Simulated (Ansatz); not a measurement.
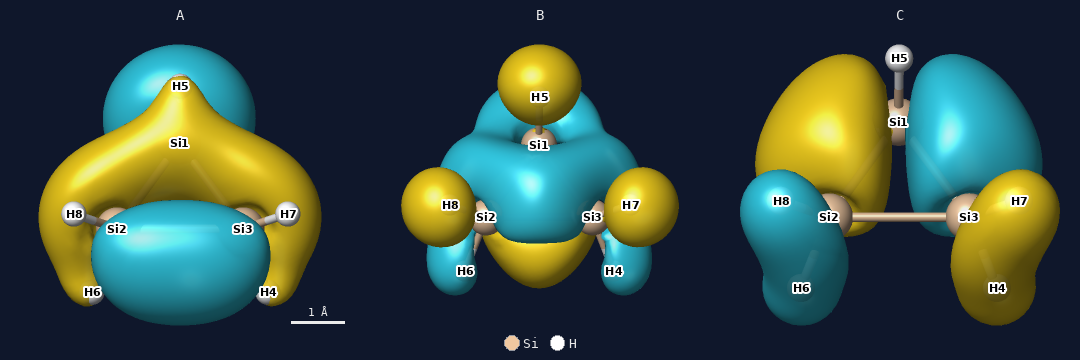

H₅Si₃ (doublet). Three frontier orbitals at ±0.08 Å⁻³ᐟ² (yellow and cyan are the two phases), in no order.

Geometry: PBE0-D4/def2-TZVP.

Computed with Ansatz, UKS PBE0-D4/def2-TZVP.

Input file:

```
crystal:
  periodic: [false, false, false]
  atoms:
    - {symbol: Si, position_ang: [0.908754, 1.303577, 0.616155]}
    - {symbol: Si, position_ang: [-1.150708, 0.310662, 0.328522]}
    - {symbol: Si, position_ang: [0.795742, -0.514222, -0.794699]}
    - {symbol: H, position_ang: [0.619415, -0.320961, -2.256799]}
    - {symbol: H, position_ang: [1.350200, 0.620980, 1.883244]}
    - {symbol: H, position_ang: [-2.101693, 0.832096, -0.686222]}
    - {symbol: H, position_ang: [1.443469, -1.817530, -0.499653]}
    - {symbol: H, position_ang: [-1.865179, -0.414601, 1.409452]}
basis:
  gaussian: {orbitals: def2-TZVP, initial_orbitals: start.molden}
magnetization: {spin_polarized: true, initial_magnetization: 1}
hamiltonian: {xc: pbe0, dispersion: d4}
scf: {omitted_lower_state_checks: [starts]}
output: {orbitals: {seedname: orbitals}}
```

Command:

```sh
ansatz run in.yaml --threads 4 --pin off --events-out ev --progress --plain --max-ram 3916MiB
```

Order the three orbitals by energy and name them. All are α orbitals.

Answer. C is the HOMO−1 (α) (−7.33 eV). Its weight (Hirshfeld) is mainly on Si1 (about 40 %), Si2 (about 25 %) and Si3 (about 25 %). A is the HOMO (α) (−6.11 eV). It lies mainly on Si1 (about 45 %), Si2 (about 25 %) and Si3 (about 25 %). B is the LUMO (α) (−0.64 eV). Its weight (Hirshfeld) is mainly on Si1 (about 30 %), Si2 (about 25 %), Si3 (about 25 %), H5 (about 10 %), H7 (about 5 %) and H8 (about 5 %).

What is the gap between the highest occupied and lowest empty α orbitals?

Answer. 5.47 eV between the orbital energies.
